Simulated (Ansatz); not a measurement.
Structure of Ti:

```cif
data_structure
_symmetry_space_group_name_H-M 'P6_3/mmc'
_symmetry_Int_Tables_number 194
_cell_length_a 2.9364
_cell_length_b 2.9364
_cell_length_c 4.6438
_cell_angle_alpha 90.000
_cell_angle_beta 90.000
_cell_angle_gamma 120.000
_cell_volume 34.68
loop_
_atom_site_label
_atom_site_type_symbol
_atom_site_symmetry_multiplicity
_atom_site_Wyckoff_symbol
_atom_site_fract_x
_atom_site_fract_y
_atom_site_fract_z
_atom_site_occupancy
Ti1 Ti 2 d 0.33333 0.66667 0.75000 1
```

Structure used: coordinates from a relaxation at fixed volume with DFT r2SCAN, scalar-relativistic, plane waves, PAW (Ansatz).

Where will the first 2 clear peaks of its X-ray PDF lie (peak width σ = 0.10 Å), and from which pairs do they come?

Answer. 1. 2.90 Å: Ti–Ti at 2.87–2.94 Å
2. 4.11 Å: Ti–Ti at 4.11 Å

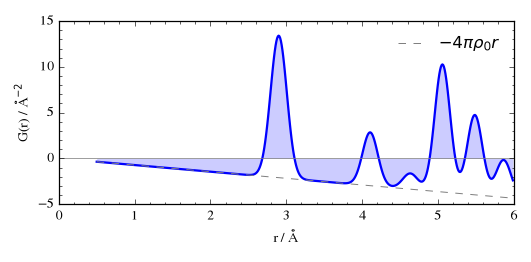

Simulated X-ray pair distribution function, G(r) = R(r)/r − 4πρ₀r, summed over the atomic distances of the structure with each pair weighted by the product of the atomic numbers (X-ray weights at Q = 0); every distance is a Gaussian of σ = 0.10 Å. There is no Q-range truncation.
